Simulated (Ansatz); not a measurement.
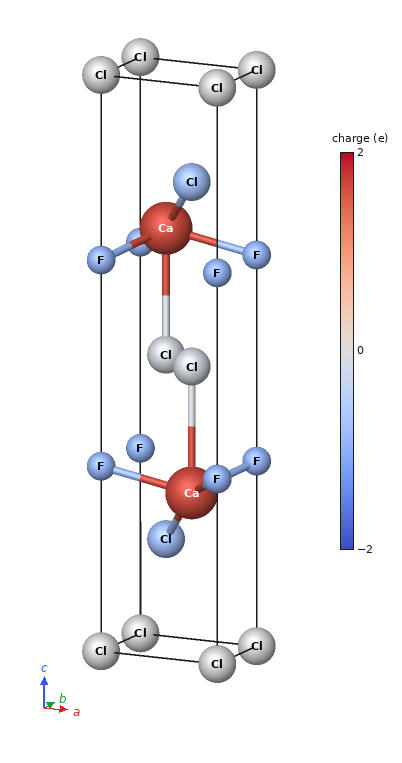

An orthographic ball-and-stick view of the structure, slightly off an axis. The wireframe shows the simulation cell. The atoms of this Ca2Cl5F2 cell are coloured by their Bader charge.

Setup: DFT PBE, scalar-relativistic, plane waves, PAW in Ansatz 0.2.0; E_cut = 420 eV, 12×12×4 k-mesh, Gaussian smearing of 0.1 eV, collinear spins. The state is ferromagnetic.

Question: Who donates electrons here and who accepts them?

Answer: Most positive: Ca; most negative: F. Charges: about Ca +1.6 e; Cl -0.7 to 0.0 e; F -0.9 e.

Its origin is a structure type filled with these elements by a generator (whether the compound takes this form wasn't checked). Earlier steps of the study may have refined or changed the cell and positions. It was run through Ansatz as a DFT input.
